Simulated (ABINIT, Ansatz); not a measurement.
# Quasiparticle gap of CdBr2 (P6_3mc) in ABINIT, part 3 of 3

Wanted: ground state, empty states, screening and self-energy for CdBr2 (P6_3mc).

ABINIT 10.8.3; LDA and many-body steps on it, plane waves. Known limits of the many-body steps: not at the basis limit; no spin-orbit coupling; coarse k mesh.

So far. Step 4 (Empty states on the mesh, 3×3×1 mesh, 380 bands): On this mesh the gap is 2.527 eV. Step 5 (Screening, 3×3×1 mesh, 346 bands, screening to 217.7 eV): Local fields lower ε∞ by 12 %. On a Γ-centred mesh this coarse the value itself is usually too large, while a short band sum pulls it down.

The database entry behind the starting cell has ideal inner coordinates that were not refined, so it need not match the best structure at ambient conditions.

### Step 6. Self-energy, 3×3×1 mesh, 346 bands, screening to 217.7 eV

The self-energy is evaluated for the states that the input lists, and the levels follow from it, in one-shot runs by the linearised quasiparticle equation.

This step: G0W0 on LDA, plane waves, norm-conserving pseudopotentials.

The input, run.abi:

```
acell 3*1.0 Angstrom
rprim 
  3.985000000011 -0.000000000003 0.000000000000
  -1.992500000003 3.451111234092 0.000000000000
  0.000000000000 0.000000000000 12.561000000000
ntypat 2
znucl 48 35
natom 6
typat 1 1 2 2 2 2
xred 
  0.333333333333 0.666666666667 0.375000000000
  0.666666666667 0.333333333333 0.875000000000
  0.333333333333 0.666666666667 0.000000000000
  0.666666666667 0.333333333333 0.500000000000
  0.000000000000 0.000000000000 0.250000000000
  0.000000000000 0.000000000000 0.750000000000
pp_dirpath "pseudos"
pseudos "Cd.upf, Br.upf"
ecut 47
ngkpt 3 3 1
nshiftk 1
shiftk 0 0 0
kptopt 1
chksymbreak 0
istwfk *1
occopt 1
irdwfk 1
optdriver 4
nband 346
gwcalctyp 0
ecutsigx 47
symsigma 1
nkptgw 1
kptgw 
  0.0000000000 0.0000000000 0.0000000000
bdgw 
  33 36
ecuteps 8
irdscr 1
ppmodel 1
indata_prefix "in"
outdata_prefix "out"
tmpdata_prefix "tmp"
```

The run is started by

```console
$ OMP_NUM_THREADS=1 mpirun -n 8 abinit run.abi > log
```

Numbers of over 12 decimals in the logs are rounded to 6 here.

What it wrote:

```text
.Version 10.8.3 of ABINIT. v10.8.2 released Aug 2026.

 Symmetries : space group P6_3 m c (#186); Bravais hP (primitive hexag.)
[... echo of the input left out ...]
== DATASET  1 ==================================================================
-   mpi_nproc: 8, omp_nthreads: 1 (-1 if OMP is not activated)

--- !DatasetInfo
iteration_state: {dtset: 1, }
dimensions: {natom: 6, nkpt: 3, mband: 346, nsppol: 1, nspinor: 1, nspden: 1, mpw: 18043, }
cutoff_energies: {ecut:  47.0, pawecutdg:  -1.0, }
electrons: {nelect:   6.80000000E+01, charge:   0.00000000E+00, occopt:   1.00000000E+00, tsmear:   1.00000000E-02, }

 SIGMA: Calculation of the GW corrections

 Based on a program developped by R.W. Godby, V. Olevano, G. Onida, and L. Reining.
 Incorporated in ABINIT by V. Olevano, G.-M. Rignanese, and M. Torrent.
.Using double precision arithmetic ; gwpc =  8

[... cell and pseudopotentials left out ...]
--------------------------------------------------------------------------------

 ==== K-mesh for the wavefunctions ====
 Number of points in the irreducible wedge :     3
[... list of points left out ...]
 Together with 12 symmetry operations and time-reversal symmetry
 yields     9 points in the full Brillouin Zone.

 ==== Q-mesh for screening function ====
 Number of points in the irreducible wedge :     3
[... list of points left out ...]
 Together with 12 symmetry operations and time-reversal symmetry
 yields     9 points in the full Brillouin Zone.

 vcoul_init : cutoff-mode = AUXILIARY_FUNCTION
 q-points for optical limit:   1
     1)      0.000010    0.000020    0.000030
 setmesh: FFT mesh size selected  =    45x   45x  150
          total number of points  =       303750

 Number of electrons calculated from density =   68.0000; Expected =   68.0000
 average of density, n =  0.058331
 r_s =    1.5996
 omega_plasma =   23.2973 [eV]

 === KS Band Gaps ===
  >>>> For spin  1
   Minimum direct gap =   2.5271 [eV], located at k-point      :   0.0000  0.0000  0.0000
   Fundamental gap    =   2.5271 [eV], Top of valence bands at :   0.0000  0.0000  0.0000
                                       Bottom of conduction at :   0.0000  0.0000  0.0000
 SIGMA fundamental parameters:
 PLASMON POLE MODEL  1
 number of plane-waves for SigmaX                18043
 number of plane-waves for SigmaC and W           1267
 number of plane-waves for wavefunctions         18043
 number of bands                                   346
 number of independent spin polarizations            1
 number of spinorial components                      1
 number of k-points in IBZ                           3
 number of q-points in IBZ                           3
 number of symmetry operations                      12
 number of k-points in BZ                            9
 number of q-points in BZ                            9
 number of frequencies for dSigma/dE                 9
 frequency step for dSigma/dE [eV]                0.25
 number of omega for Sigma on real axis              0
 max omega for Sigma on real axis  [eV]           0.00
 zcut for avoiding poles [eV]                     0.10

 EPSILON^-1 parameters (SCR file):
 dimension of the eps^-1 matrix on file           1267
 dimension of the eps^-1 matrix used              1267
 number of plane-waves for wavefunctions         18043
 number of bands                                   346
 number of q-points in IBZ                           3
 number of frequencies                               2
 number of real frequencies                          1
 number of imag frequencies                          1

 matrix elements of self-energy operator (all in [eV])

 Perturbative Calculation

--- !SelfEnergy_ee
iteration_state: {dtset: 1, }
kpoint     : [   0.000,    0.000,    0.000, ]
spin       : 1
KS_gap     :    2.527
QP_gap     :    4.326
Delta_QP_KS:    1.799
data: !SigmaeeData |
     Band     E0 <VxcDFT>   SigX SigC(E0)      Z dSigC/dE  Sig(E)    E-E0       E
       33   1.953 -14.386 -18.109   2.452   0.792  -0.263 -15.392  -1.006   0.947
       34   1.953 -14.386 -18.109   2.452   0.792  -0.263 -15.392  -1.006   0.947
       35   4.480 -11.189  -6.791  -3.431   0.821  -0.217 -10.395   0.794   5.273
       36   5.830 -12.769  -8.237  -3.473   0.812  -0.231 -11.909   0.860   6.690

== END DATASET(S) ==============================================================
================================================================================

 -outvars: echo values of variables after computation  --------
           etotal      0.0000000000E+00
            nband         346
             nkpt           3
          spgroup         186
 [... the other variables as echoed above ...]

 Calculation completed.
```

It took 36 s on 8 MPI ranks of Arm Neoverse V2, shared host; peak memory 5.4 GiB; 4.8 min of CPU time.

This step gave:

| Quantity | Value |
| --- | --- |
| G0W0 gap on the points computed | 4.326 eV |
| starting gap on the mesh | 2.527 eV |
| k of the valence top | 0, 0, 0 |
| k of the conduction bottom | 0, 0, 0 |
| Z at the valence top | 0.792 |
| Z at the conduction bottom | 0.821 |
| least direct G0W0 gap on the computed points | 4.326 eV |

The gap on the mesh goes from 2.53 eV to 4.33 eV, a correction of +1.80 eV.

Limits: finite bands, cutoff and mesh; no spin-orbit coupling; coarse k mesh. v1 is the top filled band, c1 the lowest empty one. Levels before and after the correction, in eV, zero at the valence-band top of each column:

```tsv
	conduction bottom	valence top
Kohn-Sham	2.53	0.00
G0W0	4.33	0.00
```

```tsv
	level	energy (eV)
Kohn-Sham	Γ v2-v1	0.000
Kohn-Sham	Γ c1	2.527
Kohn-Sham	Γ c2	3.877
G0W0	Γ v2-v1	0.000
G0W0	Γ c1	4.326
G0W0	Γ c2	5.743
```

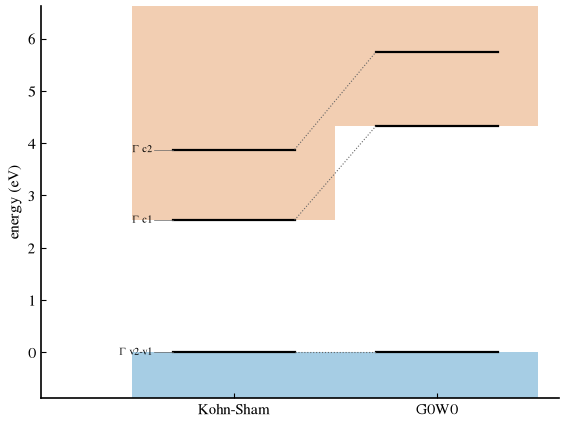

Levels before and after the correction. Shaded: valence and conduction bands.

### Step 7. Where the time went

Times are wall times on the hardware named with each run, good to a factor of about two.

```tsv
step	time	share	memory (GiB)
ground state	83 s	12 %	1.3
bands along the symmetry lines	1.7 min	15 %	1.2
empty states on the mesh	5.9 min	49 %	0.71
screening	2.3 min	20 %	5.1
self-energy	36 s	5 %	5.4
```

### Step 8. Outcome

```
LDA gap              : 2.53 eV, direct
G0W0 gap on the mesh : 4.33 eV
GW settings          : 3×3×1 mesh, 346 bands, screening to 217.7 eV, Godby-Needs plasmon pole
known limits         : not at the basis limit; no spin-orbit coupling; coarse k mesh
```

In words: G0W0 moves the gap on the mesh from 2.53 eV to 4.33 eV (+1.80 eV), with Z of 0.79 and 0.82 at the edges. Local fields lower the RPA ε∞ on this mesh from 6.12 to 5.38; a Γ-centred mesh this coarse tends to raise both, most where the direct gap is narrow, while a short band sum lowers them. Only 1 of the mesh's irreducible points was corrected, so a valley elsewhere could overtake. The dearest step here is «empty states on the mesh». Bands and cutoff are finite, so the gap is not at the basis limit. The miss can reach some tenths of an eV and take either sign; the mesh is an error of its own. In the G0W0 run levels were corrected at 1 k point alone, so a gap called «on the mesh» is the least over those, and an edge elsewhere would be missed. The 3×3×1 mesh is coarse for this cell, which bears on the long-range parts of exchange and screening. The many-body steps are scalar-relativistic: spin-orbit coupling is not in them.

[Paths, hosts, dates, memory and timing lines, banners, echoed tables and standing remarks are left out of the program output.]

[Logs are printed without paths, hosts, clocks, repeated set-up lines and the standing remarks that a program may print on its own settings, such as how far it seeks lower states.]

[Runs of the session that timed out or met a known fault of the program may be left out.]

[Hosts, paths, dates, database ids (printed as entryN), source tags and the programs' standing remarks are cut or masked in the printed files.]

[G0W0 gaps are taken among the corrected bands and points alone; a level outside them can change the order at an edge.]

[Where Ansatz stands beside ABINIT at settings called matched, ABINIT's density can come from a denser mesh and the files from another edition; pairs whose starting gaps differed by over 0.03 eV were left out, so agreement reads better than it is.]
